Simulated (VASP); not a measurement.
# A VASP study of YB6 (r2SCAN + rVV10): structure first, properties next, part 6 of 9

What structure does YB6 take at this level, and what are its properties? The start is a cell from a database of measured crystal structures.

VASP 6.6.1; r2SCAN with rVV10; plane waves and PAW (Y_sv, B).

Still holding for the runs below: This run has no spin polarisation. Its electron count is odd, so without a moment it is a metal by construction.

So far. Step 5 (Band structure (r2SCAN + rVV10)): Of the bands kept, 2 cross the Fermi level on this path. Step 6 (Total and projected DOS (r2SCAN + rVV10)): The finer mesh and the other smearing move the Fermi level by -0.05 eV from the 7×7×7 run, one measure of the sampling error in the zero of the bands above. Of the states within 0.3 eV of the Fermi level, the largest shares in the PAW spheres are Y d 33 % and B p 23 %. The rest lies in smaller channels or between the spheres.

The database entry behind the starting cell differs from later determinations by our own check (about 0.3 % long, ideal inner coordinate), so it need not match the best structure at ambient conditions.

**7. Zone-centre phonons (r2SCAN + rVV10) (continued)**

OUTCAR, selected parts (step 7):

```text
   NELECT =      29.0000    total number of electrons

 E-fermi :   6.8261

 k-point     1 :       0.0000    0.0000    0.0000
  band No.  band energies     occupation
    ...
     10      -0.9541      2.00000
     11      -0.9540      2.00000
     12       4.5945      2.00000
     13       4.6222      2.00000
     14       4.6505      2.00000
     15       7.7873     -0.00000
     16       7.8160     -0.00000
     17       7.8373     -0.00000
     18       7.8577     -0.00000
     19       7.8640     -0.00000
    ...

  Total       -0.0029588     -0.0038146     -0.0056062     -0.1851944      0.0000000      0.0000000
  in kB       -0.0694145     -0.0894896     -0.1315209     -4.3446598      0.0000000      0.0000000
  external PRESSURE =      -0.0968083 kB  Pullay stress =       0.0000000 kB

 POSITION                                       TOTAL-FORCE (eV/Angst)
 -----------------------------------------------------------------------------------
      0.00000      0.00000      0.00000        -0.000076     -0.009741      0.000000
      0.81274      2.02876      2.04376        -0.021703      0.205376      0.000000
      2.04376      0.81274      2.04376         0.028162     -0.097254      0.000000
      3.27479      2.04376      2.04376         0.017680     -0.041380      0.000000
      2.04376      3.27479      2.04376        -0.023692     -0.061086      0.000000
      2.04376      2.04376      0.81274        -0.000186      0.002043     -0.016047
      2.04376      2.04376      3.27479        -0.000186      0.002043      0.016047
 -----------------------------------------------------------------------------------
    total drift:                               -0.000029     -0.000317     -0.000000

  FREE ENERGIE OF THE ION-ELECTRON SYSTEM (eV)
  ---------------------------------------------------
  free  energy   TOTEN  =       -67.2212913110 eV

  energy  without entropy=      -67.2098311910  energy(sigma->0) =      -67.21747127

 Eigenvectors and eigenvalues of the dynamical matrix
 ----------------------------------------------------

   1 f  =   40.685768 THz   255.636218 2PiTHz 1357.131131 cm-1   168.262740 meV
             X         Y         Z           dx          dy          dz
      0.000000  0.000000  0.000000     0.000000   -0.000000    0.000000
      0.812742  2.043765  2.043765    -0.408248    0.000000   -0.000000
      2.043765  0.812742  2.043765    -0.000000   -0.408248   -0.000000
      3.274787  2.043765  2.043765     0.408248   -0.000000   -0.000000
      2.043765  3.274787  2.043765     0.000000    0.408248   -0.000000
      2.043765  2.043765  0.812742    -0.000000   -0.000000   -0.408248
      2.043765  2.043765  3.274787    -0.000000    0.000000    0.408248

   2 f  =   35.625451 THz   223.841308 2PiTHz 1188.337119 cm-1   147.334959 meV
             X         Y         Z           dx          dy          dz
      0.000000  0.000000  0.000000     0.000000    0.000000   -0.000000
      0.812742  2.043765  2.043765    -0.500000    0.000000   -0.000000
      2.043765  0.812742  2.043765    -0.000000    0.500000   -0.000000
      3.274787  2.043765  2.043765     0.500000    0.000000    0.000000
      2.043765  3.274787  2.043765     0.000000   -0.500000    0.000000
      2.043765  2.043765  0.812742    -0.000000   -0.000000   -0.000000
      2.043765  2.043765  3.274787    -0.000000   -0.000000    0.000000

   3 f  =   35.625451 THz   223.841308 2PiTHz 1188.337119 cm-1   147.334959 meV
             X         Y         Z           dx          dy          dz
      0.000000  0.000000  0.000000     0.000000   -0.000000    0.000000
      0.812742  2.043765  2.043765    -0.288675    0.000000   -0.000000
      2.043765  0.812742  2.043765    -0.000000   -0.288675   -0.000000
      3.274787  2.043765  2.043765     0.288675   -0.000000   -0.000000
      2.043765  3.274787  2.043765    -0.000000    0.288675   -0.000000
      2.043765  2.043765  0.812742    -0.000000   -0.000000    0.577350
[...]
7 f  =   21.214199 THz   133.292746 2PiTHz  707.629523 cm-1    87.734840 meV
             X         Y         Z           dx          dy          dz
      0.000000  0.000000  0.000000     0.000000    0.000000    0.000000
      0.812742  2.043765  2.043765     0.000000    0.025810    0.052954
      2.043765  0.812742  2.043765     0.025810    0.000000   -0.496518
      3.274787  2.043765  2.043765    -0.000000   -0.025810   -0.052954
      2.043765  3.274787  2.043765    -0.025810    0.000000    0.496518
      2.043765  2.043765  0.812742     0.052954   -0.496518   -0.000000
      2.043765  2.043765  3.274787    -0.052954    0.496518   -0.000000

   8 f  =   21.214199 THz   133.292746 2PiTHz  707.629523 cm-1    87.734840 meV
             X         Y         Z           dx          dy          dz
      0.000000  0.000000  0.000000     0.000000   -0.000000    0.000000
      0.812742  2.043765  2.043765    -0.000000   -0.494416    0.072313
      2.043765  0.812742  2.043765    -0.494416    0.000000   -0.017988
      3.274787  2.043765  2.043765    -0.000000    0.494416   -0.072313
      2.043765  3.274787  2.043765     0.494416    0.000000    0.017988
      2.043765  2.043765  0.812742     0.072313   -0.017988    0.000000
      2.043765  2.043765  3.274787    -0.072313    0.017988    0.000000

   9 f  =   21.214199 THz   133.292746 2PiTHz  707.629523 cm-1    87.734840 meV
             X         Y         Z           dx          dy          dz
      0.000000  0.000000  0.000000    -0.000000   -0.000000    0.000000
      0.812742  2.043765  2.043765     0.000000   -0.069905   -0.491901
      2.043765  0.812742  2.043765    -0.069905   -0.000000   -0.056095
      3.274787  2.043765  2.043765     0.000000    0.069905    0.491901
      2.043765  3.274787  2.043765     0.069905    0.000000    0.056095
      2.043765  2.043765  0.812742    -0.491901   -0.056095   -0.000000
      2.043765  2.043765  3.274787     0.491901    0.056095   -0.000000

  10 f  =   17.138936 THz   107.687113 2PiTHz  571.693378 cm-1    70.880913 meV
             X         Y         Z           dx          dy          dz
      0.000000  0.000000  0.000000     0.000000    0.000000   -0.000000
      0.812742  2.043765  2.043765    -0.000000   -0.451750    0.199180
      2.043765  0.812742  2.043765     0.451750    0.000000   -0.079053
      3.274787  2.043765  2.043765     0.000000    0.451750   -0.199180
      2.043765  3.274787  2.043765    -0.451750    0.000000    0.079053
      2.043765  2.043765  0.812742    -0.199180    0.079053    0.000000
      2.043765  2.043765  3.274787     0.199180   -0.079053    0.000000

  11 f  =   17.138936 THz   107.687113 2PiTHz  571.693378 cm-1    70.880913 meV
             X         Y         Z           dx          dy          dz
      0.000000  0.000000  0.000000     0.000000    0.000000    0.000000
      0.812742  2.043765  2.043765    -0.000000   -0.214289   -0.421189
      2.043765  0.812742  2.043765     0.214289    0.000000    0.163339
      3.274787  2.043765  2.043765    -0.000000    0.214289    0.421189
      2.043765  3.274787  2.043765    -0.214289   -0.000000   -0.163339
      2.043765  2.043765  0.812742     0.421189   -0.163339    0.000000
      2.043765  2.043765  3.274787    -0.421189    0.163339   -0.000000

  12 f  =   17.138936 THz   107.687113 2PiTHz  571.693378 cm-1    70.880913 meV
             X         Y         Z           dx          dy          dz
      0.000000  0.000000  0.000000    -0.000000   -0.000000   -0.000000
      0.812742  2.043765  2.043765    -0.000000    0.001525   -0.181457
      2.043765  0.812742  2.043765    -0.001525   -0.000000   -0.465909
      3.274787  2.043765  2.043765    -0.000000   -0.001525    0.181457
    [... 90 further lines ...]
      2.043765  3.274787  2.043765    -0.005921   -0.008045   -0.261827
      2.043765  2.043765  0.812742    -0.005921   -0.008054   -0.261539
      2.043765  2.043765  3.274787    -0.005921   -0.008054   -0.261539

 ELASTIC MODULI CONTR FROM IONIC RELAXATION (kBar)
 Direction    XX          YY          ZZ          XY          YZ          ZX
 --------------------------------------------------------------------------------
 XX         -29.7408    -28.1196    -28.1196      0.0000     -0.0000     -0.0000
 YY         -28.1196    -29.7408    -28.1196      0.0000     -0.0000      0.0000
 ZZ         -28.1196    -28.1196    -29.7408      0.0000     -0.0000     -0.0000
 XY           0.0000      0.0000      0.0000   -718.4936      0.0000      0.0000
 YZ          -0.0000     -0.0000     -0.0000      0.0000   -718.4936      0.0000
 ZX           0.0000      0.0000      0.0000      0.0000      0.0000   -718.4936
 --------------------------------------------------------------------------------

[... 8 parts as in an earlier step ...]

[... 9 further parts left out ...]
```

The last energy, forces, stress and levels in OUTCAR belong to the last displaced cell, not to the cell of POSCAR.

Numbers from this step:

| Quantity | Value |
| --- | --- |
| bands | 21 |
| irreducible k-points | 20 |
| pressure of the cell | -0.01403 GPa |
| largest force of the cell | 0.01633 eV/Å |

Modes at Γ, with each element's share of the kinetic energy:

| mode | frequency (cm⁻¹) | symmetry | Y % | B % |
| --- | --- | --- | --- | --- |
| 1 | -1.3 | acoustic | 59 | 41 |
| 2 | -1.3 | acoustic | 59 | 41 |
| 3 | -1.3 | acoustic | 59 | 41 |
| 4 | 120.1 | T1u | 41 | 59 |
| 5 | 120.1 | T1u | 41 | 59 |
| 6 | 120.1 | T1u | 41 | 59 |
| 7 | 517.8 | T2u | 0 | 100 |
| 8 | 517.8 | T2u | 0 | 100 |
| 9 | 517.8 | T2u | 0 | 100 |
| 10 | 571.7 | T1g | 0 | 100 |
| 11 | 571.7 | T1g | 0 | 100 |
| 12 | 571.7 | T1g | 0 | 100 |
| 13 | 707.6 | T2g | 0 | 100 |
| 14 | 707.6 | T2g | 0 | 100 |
| 15 | 707.6 | T2g | 0 | 100 |
| 16 | 893.5 | T1u | 0 | 100 |
| 17 | 893.5 | T1u | 0 | 100 |
| 18 | 893.5 | T1u | 0 | 100 |
| 19 | 1188.3 | Eg | 0 | 100 |
| 20 | 1188.3 | Eg | 0 | 100 |
| 21 | 1357.1 | A1g | 0 | 100 |

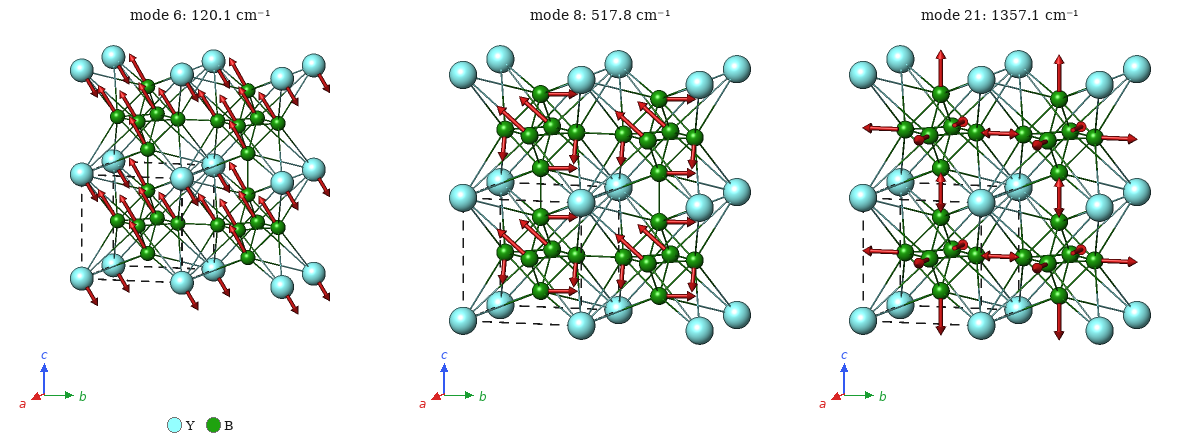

Displacement patterns of modes 6, 8 and 21 at Γ; arrows are exaggerated. 1×2×2 cells are drawn. Some periodic images of atoms are drawn too.

The three acoustic modes lie within 1.3 cm⁻¹ of zero, and all others are real. By the characters of their eigenvectors the optical modes sort into (cm⁻¹) Raman active: T2g 708, Eg 1188, A1g 1357; infrared active: T1u 120, T1u 893; silent: T2u 518, T1g 572. With a centre of inversion no mode is active in both.

**8. Volume scan with r2SCAN + rVV10**

An equation of state needs energies on both sides of the minimum, all on one mesh and cutoff.

INCAR reads:

```
SYSTEM = YB6
PREC = Accurate
ENCUT = 420
EDIFF = 1E-06
NELM = 100
ISMEAR = 0
SIGMA = 0.05
LREAL = .FALSE.
ALGO = Normal
METAGGA = R2SCAN
LUSE_VDW = .TRUE.
IVDW_NL = 2
BPARAM = 11.95
CPARAM = 0.0093
LASPH = .TRUE.
NBANDS = 21
LORBIT = 11
LWAVE = .FALSE.
LCHARG = .FALSE.
KPAR = 4
ISIF = 2
```

POSCAR reads:

```
YB6
1.0
    4.0040869598      0.0000000000      0.0000000000
    0.0000000000      4.0040869598      0.0000000000
    0.0000000000      0.0000000000      4.0040869598
Y B
1 6
Direct
    0.0000000000      0.0000000000      0.0000000000
    0.1988345400      0.5000000000      0.5000000000
    0.5000000000      0.1988345400      0.5000000000
    0.8011654600      0.5000000000      0.5000000000
    0.5000000000      0.8011654600      0.5000000000
    0.5000000000      0.5000000000      0.1988345400
    0.5000000000      0.5000000000      0.8011654600
```

KPOINTS reads:

```
Automatic mesh
0
Gamma
7 7 7
0 0 0
```

Potentials, in the order of the species: Y_sv and B (PBE family, release 64).

Started as:

```sh
$ mpirun -np 4 vasp_std
```

The program printed:

```text
[... set-up lines as in an earlier step ...]
 entering main loop
       N       E                     dE             d eps       ncg     rms          rms(c)
Total rVV10 correction in eV:      0.2789050    29.9215336
Total rVV10 correction in eV:      0.2789050    29.9215336
Total rVV10 correction in eV:      0.2789050    29.9215336
Total rVV10 correction in eV:      0.2789050    29.9215336
DAV:   1     0.553644583739E+02    0.55364E+02   -0.12885E+04   840   0.113E+03
DAV:   2    -0.763421205400E+02   -0.13171E+03   -0.12656E+03  1099   0.250E+02
DAV:   3    -0.806190887630E+02   -0.42770E+01   -0.42433E+01  1219   0.392E+01
DAV:   4    -0.807210785839E+02   -0.10199E+00   -0.10170E+00  1217   0.499E+00
DAV:   5    -0.807221462444E+02   -0.10677E-02   -0.10673E-02  1130   0.503E-01    0.173E+01
Total rVV10 correction in eV:      0.3098345    29.9215334
Total rVV10 correction in eV:      0.3098345    29.9215334
Total rVV10 correction in eV:      0.3098345    29.9215334
Total rVV10 correction in eV:      0.3098345    29.9215334
DAV:   6    -0.679607317686E+02    0.12761E+02   -0.11359E+01  1094   0.234E+01    0.140E+01
Total rVV10 correction in eV:      0.3366920    29.9215335
Total rVV10 correction in eV:      0.3366920    29.9215335
Total rVV10 correction in eV:      0.3366920    29.9215335
Total rVV10 correction in eV:      0.3366920    29.9215335
DAV:   7    -0.670609426582E+02    0.89979E+00   -0.70357E+00  1164   0.140E+01    0.117E+01
Total rVV10 correction in eV:      0.3326780    29.9215335
Total rVV10 correction in eV:      0.3326780    29.9215335
Total rVV10 correction in eV:      0.3326780    29.9215335
Total rVV10 correction in eV:      0.3326780    29.9215335
DAV:   8    -0.672773024852E+02   -0.21636E+00   -0.20830E+00  1037   0.773E+00    0.170E+00
Total rVV10 correction in eV:      0.3428511    29.9215335
Total rVV10 correction in eV:      0.3428511    29.9215335
Total rVV10 correction in eV:      0.3428511    29.9215335
Total rVV10 correction in eV:      0.3428511    29.9215335
DAV:   9    -0.670619878826E+02    0.21531E+00   -0.80830E-01  1012   0.472E+00    0.351E-01
Total rVV10 correction in eV:      0.3414044    29.9215335
Total rVV10 correction in eV:      0.3414044    29.9215335
Total rVV10 correction in eV:      0.3414044    29.9215335
Total rVV10 correction in eV:      0.3414044    29.9215335
DAV:  10    -0.670628938700E+02   -0.90599E-03   -0.45097E-02  1035   0.126E+00    0.746E-01
Total rVV10 correction in eV:      0.3412828    29.9215335
Total rVV10 correction in eV:      0.3412828    29.9215335
Total rVV10 correction in eV:      0.3412828    29.9215335
Total rVV10 correction in eV:      0.3412828    29.9215335
DAV:  11    -0.670630498206E+02   -0.15595E-03   -0.17007E-03  1132   0.238E-01    0.270E-01
Total rVV10 correction in eV:      0.3413098    29.9215335
Total rVV10 correction in eV:      0.3413098    29.9215335
Total rVV10 correction in eV:      0.3413098    29.9215335
Total rVV10 correction in eV:      0.3413098    29.9215335
DAV:  12    -0.670629772803E+02    0.72540E-04   -0.49713E-04  1107   0.129E-01    0.407E-02
Total rVV10 correction in eV:      0.3413382    29.9215335
Total rVV10 correction in eV:      0.3413382    29.9215335
Total rVV10 correction in eV:      0.3413382    29.9215335
Total rVV10 correction in eV:      0.3413382    29.9215335
DAV:  13    -0.670629749457E+02    0.23345E-05   -0.53704E-05  1121   0.478E-02    0.754E-03
Total rVV10 correction in eV:      0.3413515    29.9215335
Total rVV10 correction in eV:      0.3413515    29.9215335
Total rVV10 correction in eV:      0.3413515    29.9215335
Total rVV10 correction in eV:      0.3413515    29.9215335
DAV:  14    -0.670629742400E+02    0.70574E-06   -0.14887E-06   865   0.783E-03
Total rVV10 correction in eV:      0.3413605    29.9215335
Total rVV10 correction in eV:      0.3413605    29.9215335
Total rVV10 correction in eV:      0.3413605    29.9215335
Total rVV10 correction in eV:      0.3413605    29.9215335
Total rVV10 correction in eV:      0.3413605    29.9215335
Total rVV10 correction in eV:      0.3413605    29.9215335
Total rVV10 correction in eV:      0.3413605    29.9215335
Total rVV10 correction in eV:      0.3413605    29.9215335
   1 F= -.67062974E+02 E0= -.67060319E+02  d E =-.531082E-02
```

Elapsed: 87 s, on 4 MPI ranks of AMD EPYC 7R43, shared host; peak memory 0.9 GiB.

From OUTCAR (step 8):

```text
   ENCUT  =  420.0 eV  30.87 Ry    5.56 a.u.   6.69  6.69  6.69*2*pi/ulx,y,z

   NELECT =      29.0000    total number of electrons

 E-fermi :   7.3129

 k-point     1 :       0.0000    0.0000    0.0000
  band No.  band energies     occupation
    ...
     10      -0.6307      2.00000
     11      -0.6307      2.00000
     12       4.9990      2.00000
     13       4.9990      2.00000
     14       4.9990      2.00000
     15       8.2962      0.00000
     16       8.2962      0.00000
     17       8.2962      0.00000
     18       8.4479      0.00000
     19       8.4479      0.00000
    ...

  Total        5.0664608      5.0664608      5.0664608      0.0000000      0.0000000     -0.0000000
  in kB      126.4459046    126.4459046    126.4459046      0.0000000      0.0000000     -0.0000000
  external PRESSURE =     126.4459046 kB  Pullay stress =       0.0000000 kB

 POSITION                                       TOTAL-FORCE (eV/Angst)
 -----------------------------------------------------------------------------------
      0.00000      0.00000      0.00000         0.000000      0.000000      0.000000
      0.79615      2.00204      2.00204        -0.256437     -0.000000     -0.000000
      2.00204      0.79615      2.00204         0.000000     -0.256437     -0.000000
      3.20794      2.00204      2.00204         0.256437      0.000000      0.000000
      2.00204      3.20794      2.00204         0.000000      0.256437      0.000000
      2.00204      2.00204      0.79615         0.000000     -0.000000     -0.256437
      2.00204      2.00204      3.20794         0.000000      0.000000      0.256437
 -----------------------------------------------------------------------------------
    total drift:                                0.000000      0.000000      0.000000

  FREE ENERGIE OF THE ION-ELECTRON SYSTEM (eV)
  ---------------------------------------------------
  free  energy   TOTEN  =       -67.0629742400 eV

  energy  without entropy=      -67.0576634152  energy(sigma->0) =      -67.06031883

[... 4 parts as in an earlier step ...]

[... 12 further parts left out ...]
```

The scan keeps the cell's shape and the fractional positions fixed.

Numbers from this step:

* SCF cycles: 14
* free energy (TOTEN): -67.0630 eV
* energy at zero smearing: -67.0603 eV
* Fermi energy: 7.313 eV
* pressure: 12.64 GPa

Force by atom:

```
atom  x (eV/Å)  y (eV/Å)  z (eV/Å)   size
  Y1     0.000     0.000     0.000  0.000
  B2    -0.256     0.000     0.000  0.256
  B3     0.000    -0.256     0.000  0.256
  B4     0.256     0.000     0.000  0.256
  B5     0.000     0.256     0.000  0.256
  B6     0.000     0.000    -0.256  0.256
  B7     0.000     0.000     0.256  0.256
```

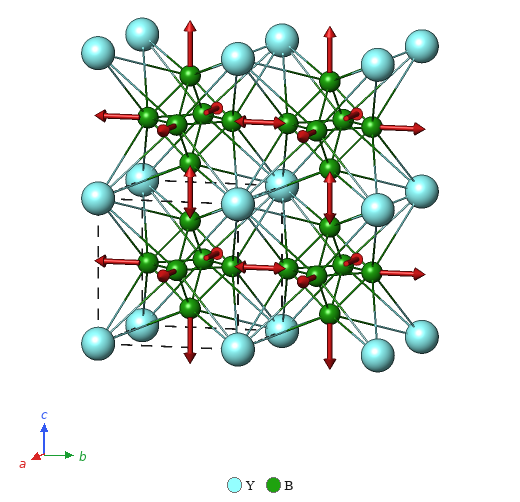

Force as arrows, the longest 0.256 eV/Å. 1×2×2 cells are drawn. Some periodic images of atoms are drawn too.

The pressure here is 12.64 GPa.

(Part 6 of 9 ends here.)

[Lines on the potential files, build, host, timing and source positions are cut from VASP's logs without a mark.]

[Logs are printed without paths, hosts, clocks, repeated set-up lines and the standing remarks that a program may print on its own settings, such as how far it seeks lower states.]

[Hosts, paths, dates, database ids (printed as entryN), source tags and the programs' standing remarks are cut or masked in the printed files.]

[Measured values are set beside computed ones only where the two were judged alike; some that the calculation misses by far are left out.]
